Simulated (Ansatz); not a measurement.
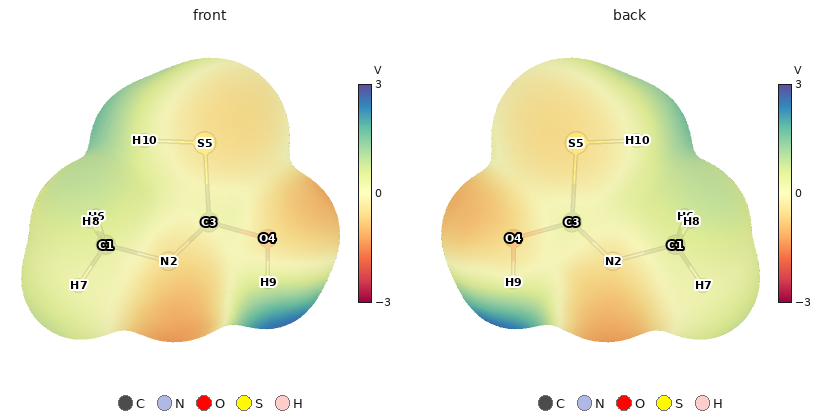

*C2H5NOS (SMILES CN=C(O)S). The molecular electrostatic potential painted on the density surface at 0.002 e/bohr³, seen from the front and from behind; the colour scale runs from red (negative) to blue (positive).*

Geometry: PBE0-D4/def2-TZVP.

The calculation used Ansatz, RKS PBE0-D4/def2-TZVPP.

| atom | x (Å) | y (Å) | z (Å) |
| --- | --- | --- | --- |
| C | 0.5833 | 0.3096 | 1.1808 |
| N | -0.1189 | -0.6801 | 0.4144 |
| C | -0.4756 | -0.4673 | -0.7704 |
| O | -1.1335 | -1.4024 | -1.4765 |
| S | -0.2660 | 0.9542 | -1.7981 |
| H | 1.5506 | 0.5705 | 0.7313 |
| H | 0.7812 | -0.0823 | 2.1786 |
| H | 0.0004 | 1.2327 | 1.2987 |
| H | -1.2280 | -2.1590 | -0.8805 |
| H | 0.3894 | 1.6731 | -0.8754 |

Question: Where is the surface potential most negative and most positive?

Answer: The most negative region (about −1.3 V, or −30 kcal/mol for a unit charge) lies over N2, the most positive (about +2.5 V, or +58 kcal/mol for a unit charge) over H9. N2 is the likeliest acceptor of a hydrogen bond.
